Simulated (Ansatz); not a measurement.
The calculation's input:

```
crystal:
  periodic: [false, false, false]
  atoms:
    - {symbol: Si, position_ang: [-1.208471, 0.774653, -0.792531]}
    - {symbol: N, position_ang: [-0.422280, -0.580557, -0.100525]}
    - {symbol: Sn, position_ang: [1.386856, -0.599805, 0.810020]}
    - {symbol: H, position_ang: [-1.700813, 0.504088, -2.173370]}
    - {symbol: H, position_ang: [-0.199831, 1.869009, -0.842913]}
    - {symbol: H, position_ang: [-2.380254, 1.261492, -0.006824]}
    - {symbol: H, position_ang: [-0.943238, -1.440005, -0.012365]}
    - {symbol: H, position_ang: [1.740341, -2.242947, 1.098003]}
    - {symbol: H, position_ang: [1.307573, 0.275813, 2.276008]}
    - {symbol: H, position_ang: [2.503417, 0.127059, -0.252703]}
basis:
  gaussian: {orbitals: def2-TZVPP}
hamiltonian: {xc: pbe0, dispersion: d4}
output: {orbitals: {seedname: orbitals}}
```

Launched as:

```sh
ansatz run in.yaml --threads 2 --pin off --events-out ev --progress --plain --max-ram 4352MiB
```

Geometry: PBE0-D4/def2-TZVP; core potentials replace the inner electrons of Sn.

These are results of Ansatz 0.2.0, RKS PBE0-D4/def2-TZVPP, not measurements.

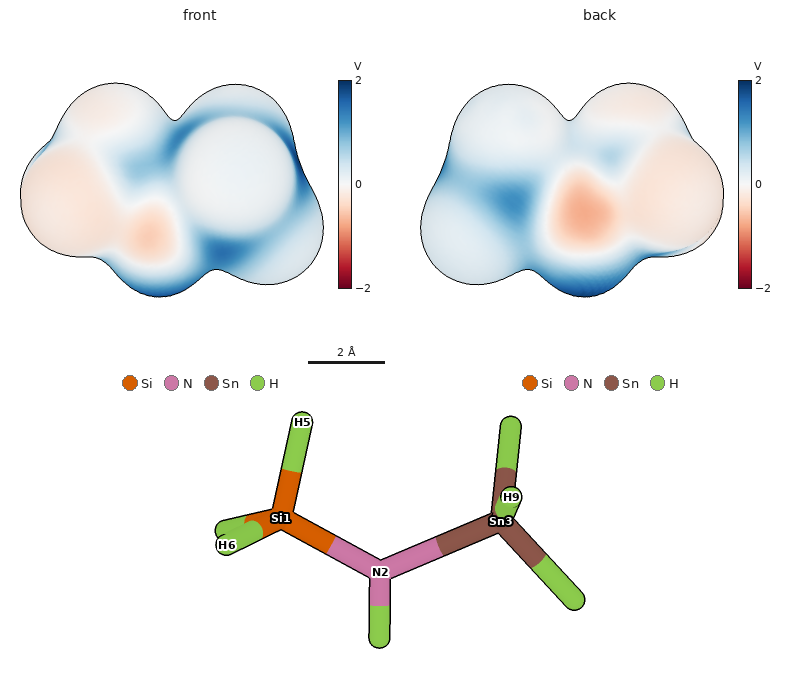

H$_{7}$NSiSn (SMILES [SiH3][NH][SnH3]). The electrostatic potential painted on the density surface at 0.002 e/bohr³, seen from the front and from behind; red is negative and blue positive. The bare structure is drawn below in the same view.

### Which sites attract a positive test charge, and which a negative one?

A positive charge is drawn to the negative regions and a negative charge to the positive ones. The most negative region (about −0.7 V, or −16 kcal/mol for a unit charge) lies over N2, the most positive (about +1.8 V, or +42 kcal/mol for a unit charge) over Sn3 and H7.
